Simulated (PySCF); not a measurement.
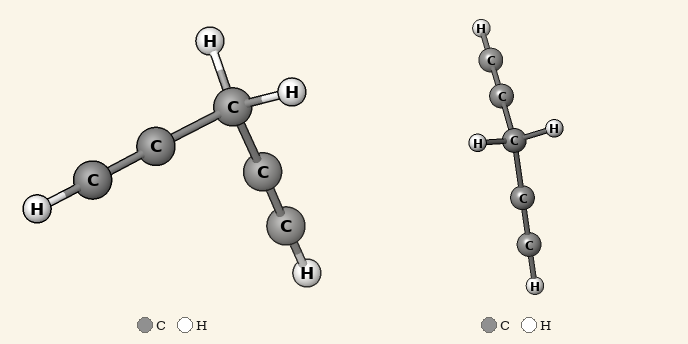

Two views of one molecule.

Computed geometry: GFN2-xTB optimisation. No frequency run is at hand to confirm it as a minimum.

> What is the molecular formula?

C5H4, 9 atoms: 5 carbon and 4 hydrogen.

> Count the bonded pairs by element.

4 C–C, 4 C–H.

> Give the symmetry (Schoenflies symbol).

C2v.

> Name some functional groups or characteristic bonds that it holds.

Among them: alkyne.

> How many atoms are distinct by symmetry?

5: 2 C, 2 C, 1 C, 2 H, 2 H.

More results for the same structure follow; atom numbers are the same in all pictures, views and colours differ.

### Electronic properties

No frequency run is at hand to confirm it as a minimum. Level of theory: B3LYP/pcJ-1, gas phase (PySCF 2.14.0).

Computed properties:

- dipole moment: 0.52 D
- HOMO energy (Kohn–Sham orbital): −7.58 eV
- LUMO energy (Kohn–Sham orbital): 0.45 eV
- HOMO–LUMO gap: 8.02 eV

### Spin–spin coupling

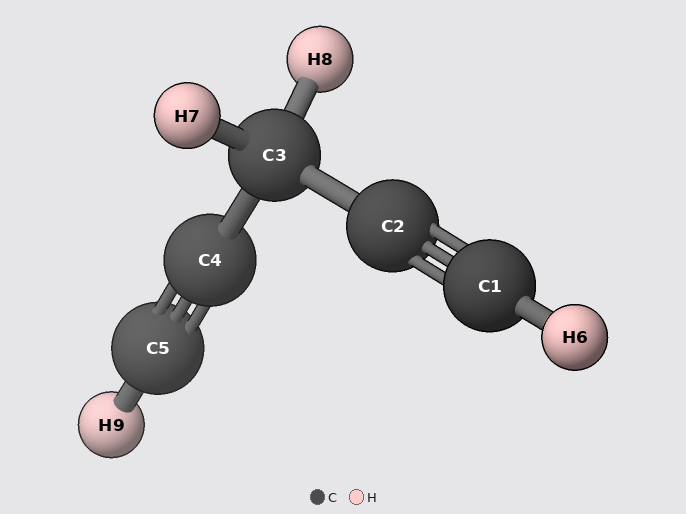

No frequency run is at hand to confirm it as a minimum. Level of theory: B3LYP/pcJ-1 indirect spin-spin coupling, non-relativistic, gas phase (PySCF 2.14.0). Isotopes: 13C, 1H.

Give the spin–spin coupling constants of these pairs, with the number of bonds between them: C2/C3, C3/H8, C4/C5, C2/C4, C2/H8, C4/H8, C4/H9, C1/C4, C3/H9, C5/H7.

```csv
pair,bonds apart,J (Hz)
"C2, C3",1,76.3
"C3, H8",1,141.8
"C4, C5",1,216.7
"C2, C4",2,−9.1
"C2, H8",2,−12.9
"C4, H8",2,−12.9
"C4, H9",2,53.7
"C1, C4",3,3.0
"C3, H9",3,3.8
"C5, H7",3,4.2
```

### Bond orders

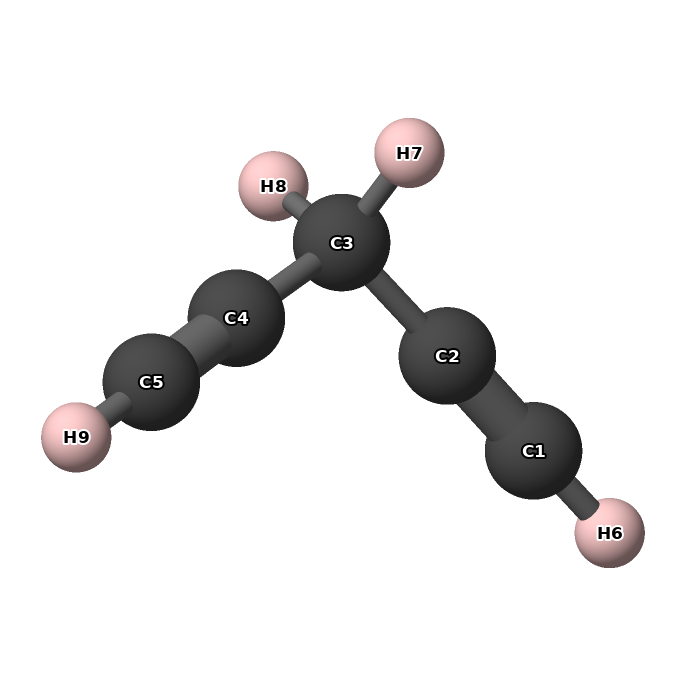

The thickness of each stick grows with its Mayer bond order. No frequency run is at hand to confirm it as a minimum. Computed with PBE0/pcSseg-1 (PySCF 2.14.0).

> Which bond has the highest Mayer bond order?

C1–C2 and C4–C5, 2.59, at a length of 1.196 Å.

> Which bond has the lowest Mayer bond order?

C3–H7 and C3–H8, 0.90, at 1.096 Å.

List the Mayer bond orders of C2–C3, C3–H7, C1–C2, C1–H6 (one bond of each equivalent set).

```tsv
bond	Mayer order	length (Å)
C2–C3	1.06	1.453
C3–H7	0.90	1.096
C1–C2	2.59	1.196
C1–H6	1.14	1.049
```
